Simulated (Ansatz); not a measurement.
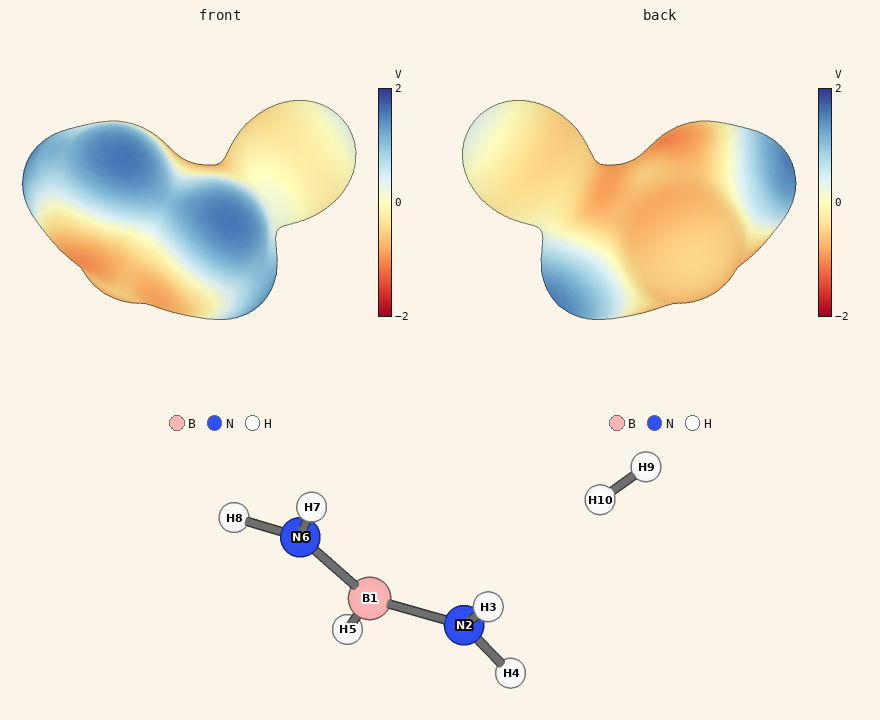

Figure 1: BH₅N₂···H₂. The molecular electrostatic potential painted on the density surface at 0.002 e/bohr³, seen from the front and from behind; the colour scale runs from red (negative) to blue (positive). The bare structure is drawn below in the same view.

The calculation used RKS PBE-D4/def2-SVP in Ansatz 0.2.0.

The calculation's input:

```
crystal:
  periodic: [false, false, false]
  atoms:
    - { symbol: B, position_ang: [-0.061061, -0.040694, 0.159294] }
    - { symbol: "N", position_ang: [-0.026571, -0.319371, 1.618198] }
    - { symbol: H, position_ang: [-0.829501, -0.629017, 2.164105] }
    - { symbol: H, position_ang: [0.843175, -0.286931, 2.144196] }
    - { symbol: H, position_ang: [0.98065, 0.287588, -0.380255] }
    - { symbol: "N", position_ang: [-1.232578, -0.176023, -0.616978] }
    - { symbol: H, position_ang: [-2.133553, -0.482343, -0.251694] }
    - { symbol: H, position_ang: [-1.228322, -0.032705, -1.623792] }
    - { symbol: H, position_ang: [-0.607917, 2.244307, 0.66543] }
    - { symbol: H, position_ang: [-0.409122, 1.888989, 1.261895] }
basis:
  gaussian: { orbitals: def2-SVP }
hamiltonian:
  xc: pbe
  dispersion: d4
relax:
  f_tol: 0.03
  max_steps: 50
output:
  orbitals: {}
```

Command:

```sh
ansatz run input.yaml --threads 1 --pin off --max-ram 2048MiB --backend cpu --events-out ev --progress --plain --runs-dir out
```

The fields are those of the run's last geometry, not of the input's.

Where is the surface potential most negative and most positive?

The most negative region (about −1.0 V, or −23 kcal/mol for a unit charge) lies over N6, the most positive (about +1.6 V, or +37 kcal/mol for a unit charge) over H3 and H7.
